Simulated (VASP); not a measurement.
Band structure of PbTe (rock salt). Level of theory: optB88-vdW, VASP's PBE PAW potentials (set 64) (plane waves; VASP).

Unless said otherwise, spin-orbit coupling is left out, though it shifts the bands of the heavy elements here.

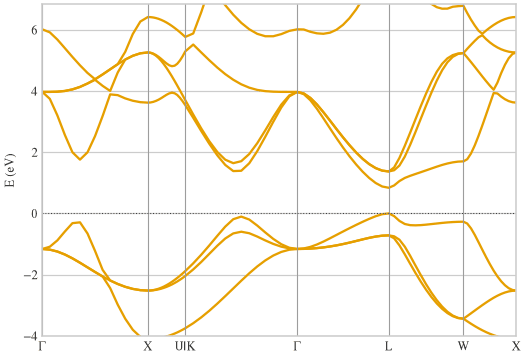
Figure: Bands along high-symmetry lines, zero at the valence-band maximum or, without a gap, the Fermi level

**Question.** Read the plot: is there a gap, and where are the band edges?

**Answer.** The gap is direct, 0.84 eV, from the valence maximum at L to the conduction minimum at L. (Edges off the drawn lines would not show.)

The compound is PbTe in the rock salt structure. It was relaxed first.
